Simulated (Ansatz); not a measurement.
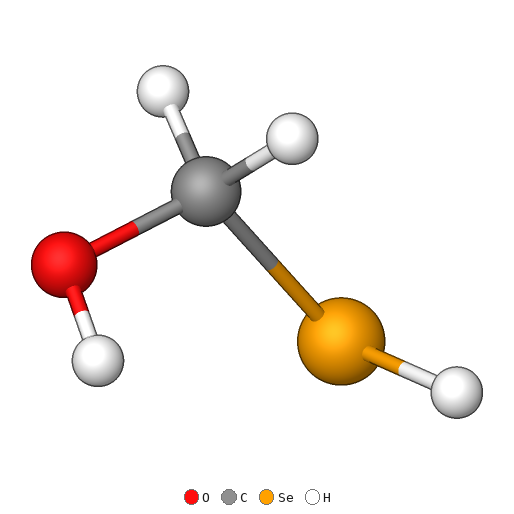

Sticks follow a distance rule. Harmonic vibrations computed with RKS PBE0-D4/def2-TZVP (Ansatz 0.2.0) at a stationary point of the same level.

Q: Is this a minimum or a saddle point?

A: A minimum: no imaginary frequency, and the lowest mode lies at 168 cm⁻¹.

Q: List the wavenumbers.

A: 15 modes: 168, 275, 361, 591, 715, 942, 1101, 1192, 1292, 1388, 1480, 2439, 3068, 3154, 3853 cm⁻¹.
